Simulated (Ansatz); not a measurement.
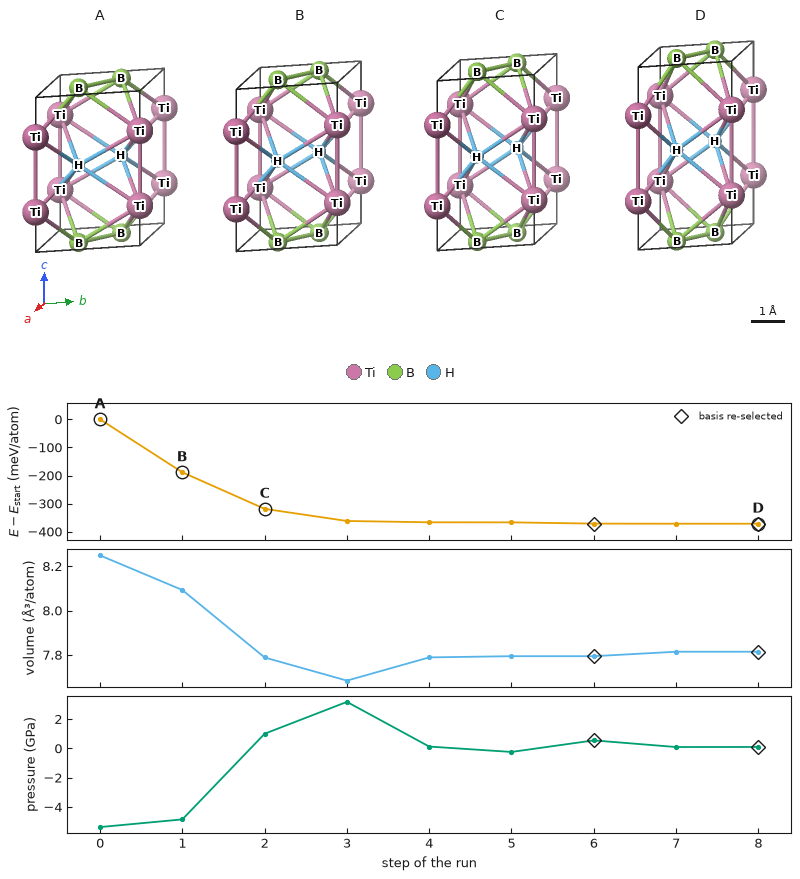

Frames of a relaxation of a crystal of TiBH (a generated structure, set up in P6/mmm) (coarse preliminary run), marked on the history of the run. The picture is a ball-and-stick view of the cell of the calculation, seen slightly off an axis.

All numbers below come from DFT PBE, scalar-relativistic, plane waves, PAW (Ansatz 0.2.0). (plane-wave cutoff 420 eV; k-point mesh 6 × 6 × 4; occupations gaussian; smearing width 0.1 eV; no spin polarisation; cell and atoms relaxed; force threshold 0.04 eV/Å; at most 70 steps)

What happens along the run?

The largest moves relative to the cell, 0.047 Å, are those of Ti atoms. H and B stay in place. The volume changes by −5.3 %, with a = b 3.403 → 3.048 Å (−10.4 %), c 4.936 → 5.829 Å (+18.1 %). Among the contacts that change: Ti–Ti 2.544 → 3.097 Å, Ti–Ti 3.403 → 3.048 Å, Ti–Ti 2.392 → 2.732 Å, B–B 1.965 → 1.760 Å. Bond angles that change, for instance: Ti–H–Ti 62.7° → 75.6°, Ti–H–Ti 95.4° → 86.3°, Ti–H–Ti 129.4° → 133.5°. The space group stays P6/mmm (No. 191). Over 6 accepted moves (8 points after the start) the energy falls by 372 meV per atom. Largest force component: 0.19 eV/Å at the start, 0.011 eV/Å at the end. The pressure goes from −5.36 to 0.10 GPa. The SCF was repeated twice at an unchanged geometry on a basis and grid sized afresh for the cell, which shifted the energy by 4.5 meV per atom at most. The run took 15 s on 1 thread of Arm Neoverse V1, on a shared host, peak memory 0.33 GiB. From step 0 to 1: volume −1.9 %, energy −189 meV per atom. From step 1 to 2: volume −3.8 %, energy −130 meV per atom. From step 2 to 8: Ti atoms move most (0.03 Å), volume +0.3 %, energy −53.0 meV per atom.

```json
{"step": "0", "E − E(0), meV/atom": "0.00", "largest force component, eV/Å": "0.1878", "pressure, GPa": "-5.36", "volume, Å³/atom": "8.249", "note": ""}
{"step": "1", "E − E(0), meV/atom": "-188.55", "largest force component, eV/Å": "0.1360", "pressure, GPa": "-4.84", "volume, Å³/atom": "8.093", "note": ""}
{"step": "2", "E − E(0), meV/atom": "-318.73", "largest force component, eV/Å": "0.2194", "pressure, GPa": "1.01", "volume, Å³/atom": "7.788", "note": ""}
{"step": "3", "E − E(0), meV/atom": "-361.98", "largest force component, eV/Å": "0.1732", "pressure, GPa": "3.18", "volume, Å³/atom": "7.684", "note": ""}
{"step": "4", "E − E(0), meV/atom": "-366.69", "largest force component, eV/Å": "0.1124", "pressure, GPa": "0.13", "volume, Å³/atom": "7.789", "note": ""}
{"step": "5", "E − E(0), meV/atom": "-366.89", "largest force component, eV/Å": "0.0060", "pressure, GPa": "-0.24", "volume, Å³/atom": "7.794", "note": ""}
{"step": "6", "E − E(0), meV/atom": "-371.39", "largest force component, eV/Å": "0.0262", "pressure, GPa": "0.55", "volume, Å³/atom": "7.794", "note": "same geometry, new basis"}
{"step": "7", "E − E(0), meV/atom": "-371.71", "largest force component, eV/Å": "0.0115", "pressure, GPa": "0.10", "volume, Å³/atom": "7.814", "note": ""}
{"step": "8", "E − E(0), meV/atom": "-371.74", "largest force component, eV/Å": "0.0114", "pressure, GPa": "0.10", "volume, Å³/atom": "7.814", "note": "same geometry, new basis"}
```
